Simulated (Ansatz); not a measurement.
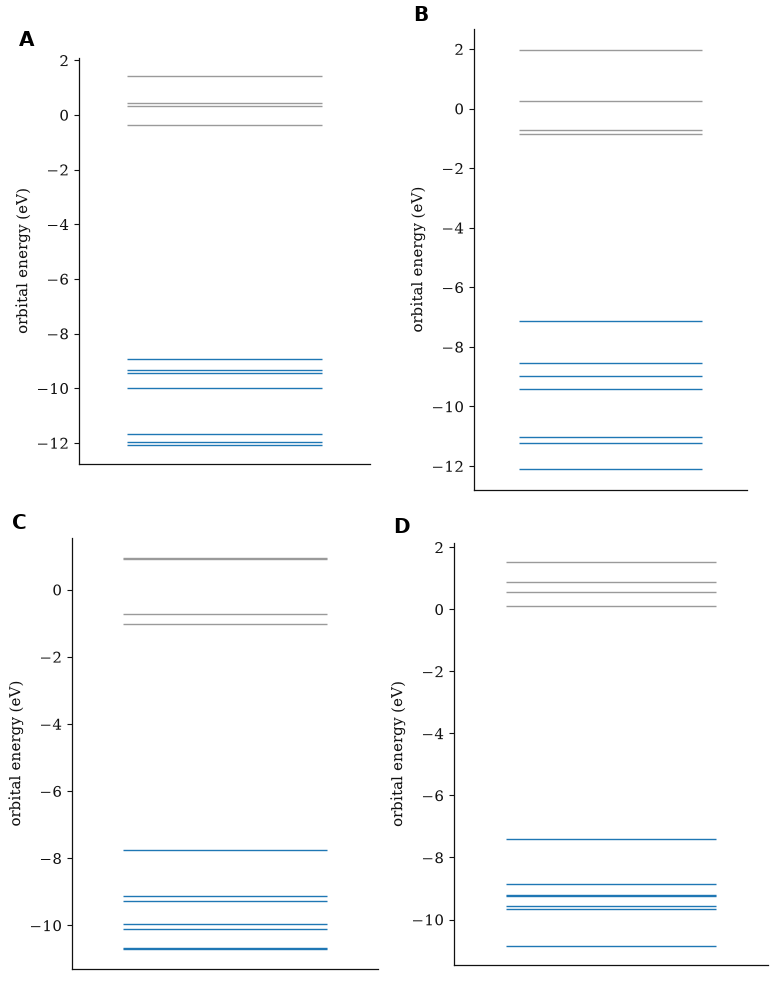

Kohn-Sham orbital energies near the frontier, B3LYP/def2-TZVPP, the Ansatz code 0.2.0, at a PBE0-D4/def2-TZVP geometry (no frequency check), isolated molecule; empty levels in grey, levels within 0.03 eV side by side.

**Assign the panels.**
1. CH₆F₂Si₂, SMILES F[SiH2]C[SiH2]F
2. C₂HBrClF, SMILES F/C=C(\Cl)Br
3. Si₂H₄O₂ClF, SMILES O[Si@@H](F)[Si@H](O)Cl
4. Si₂NH₇O₂, SMILES O[SiH](O)N[SiH3]

A: 1 (HOMO −8.92 eV, LUMO −0.38 eV)
B: 2 (HOMO −7.13 eV, LUMO −0.84 eV)
C: 3 (HOMO −7.75 eV, LUMO −1.02 eV)
D: 4 (HOMO −7.41 eV, LUMO 0.10 eV)

Limits of at least one run: empty levels above zero depend strongly on the basis; no scalar relativity up to krypton; one conformer of a flexible molecule; spin-orbit coupling is left out, and with Br it can shift these levels and split any degenerate set.
